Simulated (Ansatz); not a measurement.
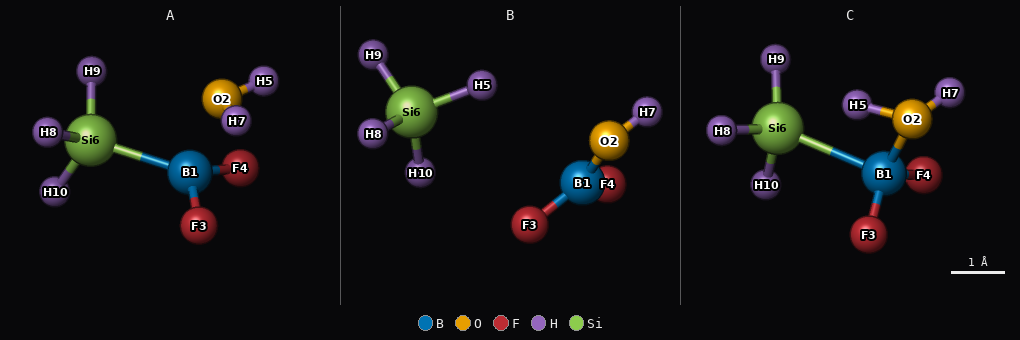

Three geometries of BSiH$_{5}$OF$_{2}$: a saddle point and the two minima that it joins, in shuffled order. The picture is a ball-and-stick view, seen at a tilt. Sticks join atoms that are closer than about 1.2 times the sum of their covalent radii (a little more with hydrogen).

Stationary points at PBE0-D4/def2-TZVP, single-point energies with CCSD(T)/CBS, r2SCAN0-D4, RPA@PBE (def2-TZVPP where no basis is named; Ansatz 0.2.0). The energies are electronic, without zero-point or thermal terms, and both ends are the minima reached downhill from the saddle, with any fragments still in contact. CCSD(T)/CBS stands for a frozen-core estimate: MP2 correlation extrapolated from def2-TZVPP and def2-QZVPP, CCSD(T) minus MP2 from the smaller set.

Which frame is the transition state, what reaction does it lead through, and what barrier is to be expected?

Answer. Frame C is the saddle point. Counted by bonded pieces, B holds BHOF₂ + SiH₄ and A holds H₂O + SiBH₃F₂. From B over the saddle to A, bonds form: B1–Si6 (3.71 → 2.29 → 2.04 Å), O2–H5 (3.16 → 1.20 → 0.97 Å). Bonds break: B1–O2 (1.34 → 1.55 → 1.89 Å), H5–Si6 (1.49 → 1.93 → 3.67 Å). The saddle has one imaginary mode, 1345i cm⁻¹. With CCSD(T)/CBS the barrier is 257.3 kJ/mol from B and 124.8 kJ/mol from A, and A lies 132.5 kJ/mol above B.

| level | barrier from B (kJ/mol) | barrier from A (kJ/mol) | A less B (kJ/mol) |
| --- | --- | --- | --- |
| CCSD(T)/CBS | 257.3 | 124.8 | 132.5 |
| r2SCAN0-D4 | 243.2 | 111.5 | 131.7 |
| RPA@PBE | 257.7 | 122.9 | 134.9 |

Against CCSD(T)/CBS, RPA@PBE comes closest on the barrier from B (+0.4 kJ/mol) and r2SCAN0-D4 misses most (−14.1 kJ/mol).

Limits of the set-up: the start holds two separate molecules, 2.8 Å apart at their closest, whose relative position is a soft coordinate.
